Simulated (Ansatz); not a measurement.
# Charge trapping in glassy CaAl2Si6O16 (175 atoms): runs compared

Does an extra electron or hole in glassy CaAl2Si6O16 (175 atoms) stay spread out, or do the atoms trap it?

Computed with Ansatz 0.2.0: Kohn-Sham DFT, PBE, PAW (set soft_2), plane waves.

**1. The cell as built**

The cell holds 175 atoms: 14 Al, 7 Ca, 112 O and 42 Si. Cell: a = 13.220 Å, b = 13.220 Å, c = 13.220 Å, α = 90.0°, β = 90.0°, γ = 90.0°. 175 atoms (14 Al, 7 Ca, 112 O, 42 Si) placed at random at 2.61 g/cm³, melted at 4500 K for 20 ps at fixed volume with the Morse and Coulomb pair potential with partial charges (Pedone, Malavasi, Menziani, Cormack and Segre, J. Phys. Chem. B 110, 11780 (2006)). Quenched from 4500 K to 300 K at 20 K/ps and fixed volume, held 5 ps.

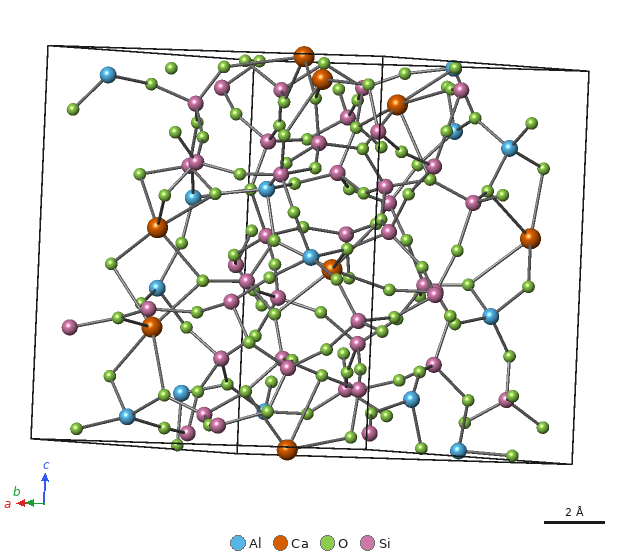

The cell as built. Bonds to atoms that aren't drawn are left out. Some periodic images of atoms are drawn too.

What the set-up can't give: The quench rate of 20 K/ps is orders of magnitude faster than experiment, which tends to freeze in extra defects. The starting topology of bonds comes from the classical model, and needn't be the one that DFT or experiment would give. Sampling is at Γ alone, for a cell whose shortest periodic width is 13 Å.

**2. The reference run**

The reference is a single point at the end of the relaxation.

The charged cells start from the geometry of this run, on a uniform background, with spin and a narrow Fermi–Dirac smearing.

Its input, with most atom lines left out:

```yaml
crystal:
  lattice:
    - [13.2196, 0.0, 0.0]
    - [0.0, 13.2196, 0.0]
    - [0.0, 0.0, 13.2196]
  atoms:
    - { symbol: Al, position: [0.14077, 0.13497, 0.79391] }
    - { symbol: Al, position: [0.9994, 0.30074, 0.16499] }
    - { symbol: Al, position: [0.82458, 0.14125, 0.11428] }
    - { symbol: Al, position: [0.58654, 0.58669, 0.65532] }
    - { symbol: Al, position: [0.84875, 0.7678, 0.06227] }
    - { symbol: Al, position: [0.27286, 0.19754, 0.98226] }
    - { symbol: Al, position: [0.36575, 0.05144, 0.83656] }
    [... atom lines 8 to 175 left out ...]
kpoints:
  mp_grid: { grid: [1, 1, 1] }
hamiltonian:
  xc: pbe
scf:
  occupations: { method: gaussian, width: 0.05 }
output:
  forces: true
  stress: true
  populations: true
  dos:
    method: { smearing: { sigma: 0.1 } }
    de: 0.1
    projected: { site_lists: { Al: [Al], Ca: [Ca], O: [O], Si: [Si] } }
  eigenvalues: true
  write_density: true
  write_potential: true
  volumetric_format: npy
  elf: true
```

```
free energy per atom   : -632.6115 eV/atom
r.m.s. force component : 0.00858 eV/Å
pressure               : 0.2765 GPa
```

Filled and empty levels are parted by 3.63 eV (at Γ alone); a semilocal functional tends to put such gaps too low. In a disordered cell it changes from sample to sample, and tail or defect levels can set it.

**3. The runs**

Each row is one run, on 4 threads of Arm Neoverse V2, shared host. The free energy is the program's total, comparable only between runs with the same functional, potentials and atoms; between charge states it hangs on the program's zero of potential.

| run | atoms | outcome | ionic steps, all passes | free energy (eV) | time | host memory (GiB) |
| --- | --- | --- | --- | --- | --- | --- |
| Single point at the start | 175 | converged | - | -110694.038 | 44 s | 3.7 |
| Relaxation | 175 | converged | 16 | -110707.010 | 9 min | 3.7 |
| Single point at the relaxed geometry | 175 | converged | - | -110707.010 | 75 s | 3.8 |
| An extra electron, atoms held | 175 | converged | - | -110699.328 | 4.3 min | 6.7 |
| An extra electron, atoms relaxed | 175 | converged | 3 | -110699.341 | 5.6 min | 6.6 |
| An extra electron, levels at the relaxed geometry | 175 | converged | - | -110699.340 | 4.3 min | 6.7 |
| Neutral at the geometry of the electron | 175 | converged | - | -110706.999 | 71 s | 3.8 |
| An extra hole, atoms held | 175 | converged | - | -110710.556 | 5.9 min | 6.6 |
| An extra hole, atoms relaxed | 175 | converged | 6 | -110710.711 | 15 min | 6.6 |
| An extra hole, levels at the relaxed geometry | 175 | converged | - | -110710.711 | 5.6 min | 6.7 |
| Neutral at the geometry of the hole | 175 | converged | - | -110706.786 | 70 s | 3.8 |

In some runs the program notes that starting moments were not kept.

Local excerpt of 8 atoms (numbers count through the whole input) about O113, which holds the most spin of the extra hole after relaxation; x, y, z are measured from there.

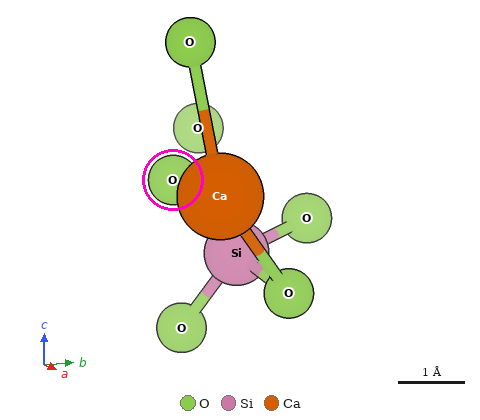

The atoms of the table, within 3.3 Å (arrows a, b, c point along x, y, z); some may hide others; the central atom is ringed.

| atom | x | y | z | distance (Å) | Löwdin charge (e) | moment (μB) |
| --- | --- | --- | --- | --- | --- | --- |
| O113 | 0.00 | 0.00 | 0.00 | 0.00 | -0.78 | 0.25 |
| Si160 | -0.18 | 1.07 | -1.20 | 1.62 | 1.71 | 0.00 |
| Ca19 | 2.35 | 0.03 | 0.06 | 2.35 | 1.81 | 0.00 |
| O111 | 1.33 | 1.45 | -1.64 | 2.57 | -0.86 | 0.03 |
| O71 | -1.01 | 0.45 | -2.45 | 2.68 | -0.78 | 0.03 |
| O94 | -0.99 | 2.46 | -0.82 | 2.78 | -0.76 | 0.02 |
| O126 | 1.86 | -0.30 | 2.40 | 3.05 | -0.88 | 0.00 |
| O75 | -3.04 | 1.35 | 0.35 | 3.34 | -0.77 | 0.00 |

**4. Energies and spread of the extra charge**

Energies are differences within one cell and functional; the shift is the gain plus the neutral cell's energy at the new geometry, that is how much cheaper the vertical process becomes there. The spread is the participation number of the site moments (1/Σw², over the spin inside atomic spheres), with the atom that holds the largest share and the spin that the spheres hold in all.

| carrier | charged less neutral, atoms held (eV) | gain on relaxing (eV) | neutral cell at that geometry, less the reference (eV) | shift of the vertical energy (eV) | spread, atoms held | spread, relaxed |
| --- | --- | --- | --- | --- | --- | --- |
| electron | 7.682 | 0.013 | 0.011 | 0.024 | - | - |
| hole | -3.546 | 0.154 | 0.224 | 0.379 | 14; O113 19 % of 0.75 μB | 7; O113 33 % of 0.75 μB |

**5. Findings**

The extra electron gains 0.013 eV as the atoms relax: so small a gain shows no trapping at this level. The cell with the electron keeps a moment of only 0.00 μB where one unpaired electron should give 1 μB: the carrier is shared between both spins, which can hide trapping. The extra hole gains 0.15 eV as the atoms relax, and its spin goes from about 14 to 7 atoms: a partial localisation as the atoms move, with the largest share on O113. The O113–Ca19 distance goes from 2.24 to 2.35 Å. The hole is shared among 2 partly filled levels, as near-degenerate levels under the smearing give, and as self-interaction favours. Adding the two vertical energies gives 4.14 eV, against a gap of 3.63 eV in the neutral cell. The zero of the potential cancels in this sum; the excess isn't taken apart here: charging of a small cell, filling of bands on a coarse mesh and the attraction to the background can all enter.

**Limits.** Single energies of charged cells hang on the program's zero of potential. In the spin-polarised runs the search for a state of lower energy was switched off. No distortion was seeded, so a trapped state behind a barrier can't be found. Local and semilocal functionals favour spread-out charges, so trapping can be missed. Charged cells carry a uniform background, with no correction for images.

The DFT runs together took 54 min of wall time.

[Logs are printed without paths, hosts, clocks, repeated set-up lines and the standing remarks that a program may print on its own settings, such as how far it seeks lower states.]

[Hosts, paths, dates, database ids (printed as entryN), source tags and the programs' standing remarks are cut or masked in the printed files.]
